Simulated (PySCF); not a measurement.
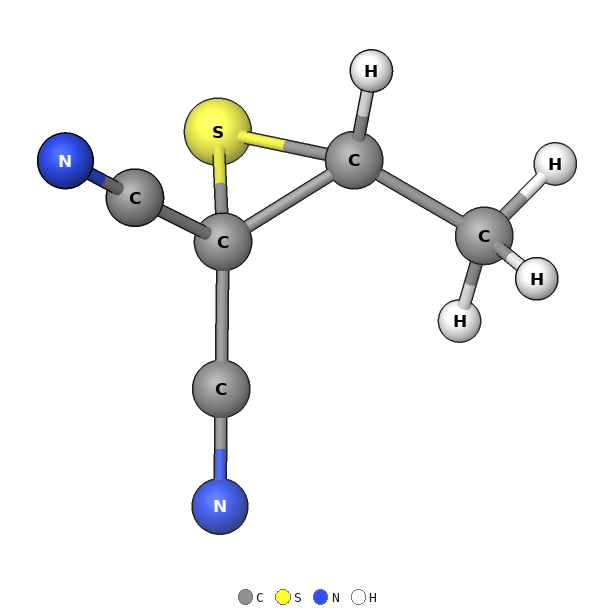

Every bond is drawn as one stick, whatever its order.

Computed geometry: GFN2-xTB optimisation. No frequency run is at hand to confirm it as a minimum.

What does the picture show?

The molecule is C5H4N2S. As SMILES it reads `C[C@H]1SC1(C#N)C#N`. Independent rings (smallest set): 1 of 3 members. Among its groups: nitrile, thioether. This geometry has C1 symmetry. Coordination, clear cases only: 1 C tetrahedral; 2 C linear.

The parts below concern this one geometry. Atoms keep their numbers from picture to picture.

## Excitation

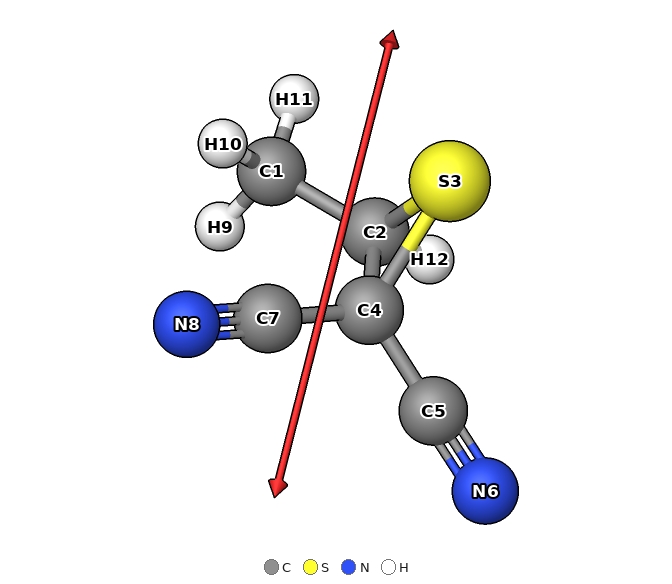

The double arrow shows the direction of the transition dipole to excited singlet state 3 (its length means nothing). No frequency run is at hand to confirm it as a minimum. Level of theory: TDDFT PBE0/def2-SVPD, vertical, gas phase, core orbitals frozen in the response (PySCF 2.14.0).

**Where does the transition lie, and how strong is it?**

6.09 eV (203 nm), oscillator strength 0.077, mainly HOMO−1 → LUMO (weight 0.67); transition dipole 1.82 D.

## Polarisability

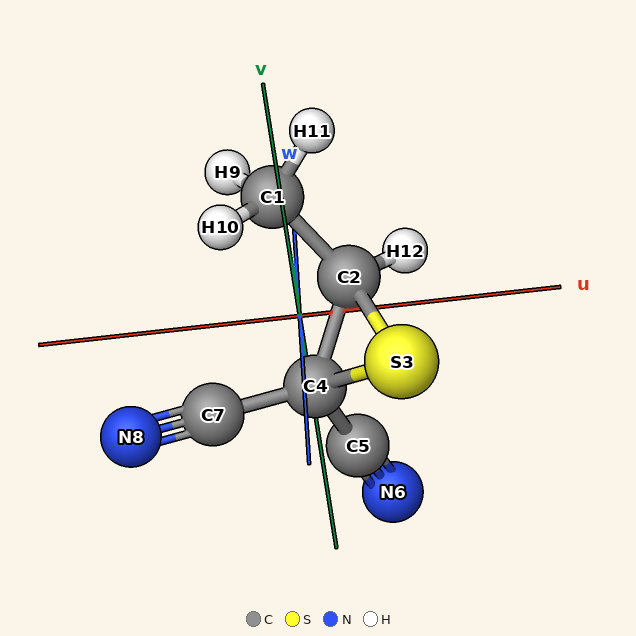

The lines u, v and w are the principal axes of the static dipole polarisability. No frequency run is at hand to confirm it as a minimum. Computed with PBE0/def2-SVPD (PySCF 2.14.0).

**Along which axis is the molecule most polarisable, and along which least?**

Most along v (close to the long direction C1···N6), least along w.

**Give the three principal values.**

u 86.0, v 90.7, w 72.0 bohr³; mean 82.9, anisotropy 16.8 bohr³.

## Ring current

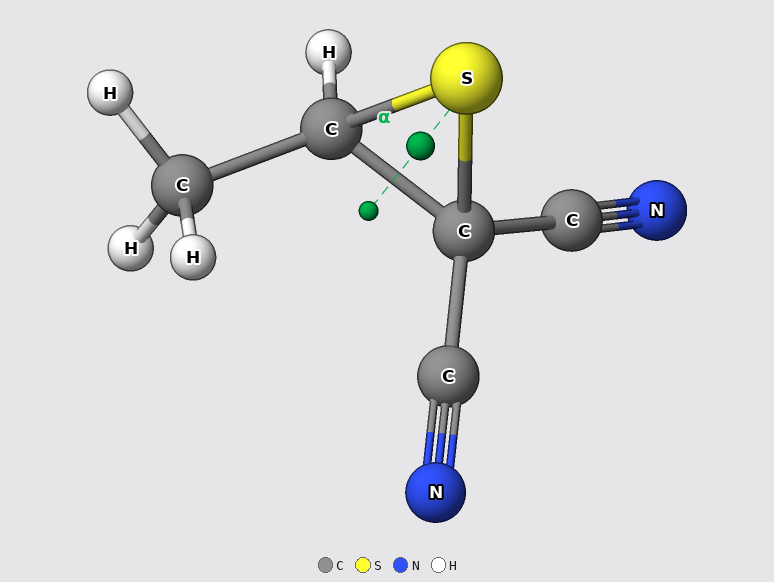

The small points mark where nucleus-independent chemical shifts (NICS) were computed: at the centre of each lettered ring and 1 Å above and below it. No frequency run is at hand to confirm it as a minimum. Level of theory: GIAO PBE0/pcSseg-1 NMR shielding, non-relativistic, gas phase (PySCF 2.14.0).

Give NICS(0), NICS(1) and the out-of-plane component NICS(1)zz for each ring (means of the two sides).

```
ring  members  NICS(0)  NICS(1)  NICS(1)zz
   α      C2S    −49.0     −8.9      −21.9
```

Values in ppm.
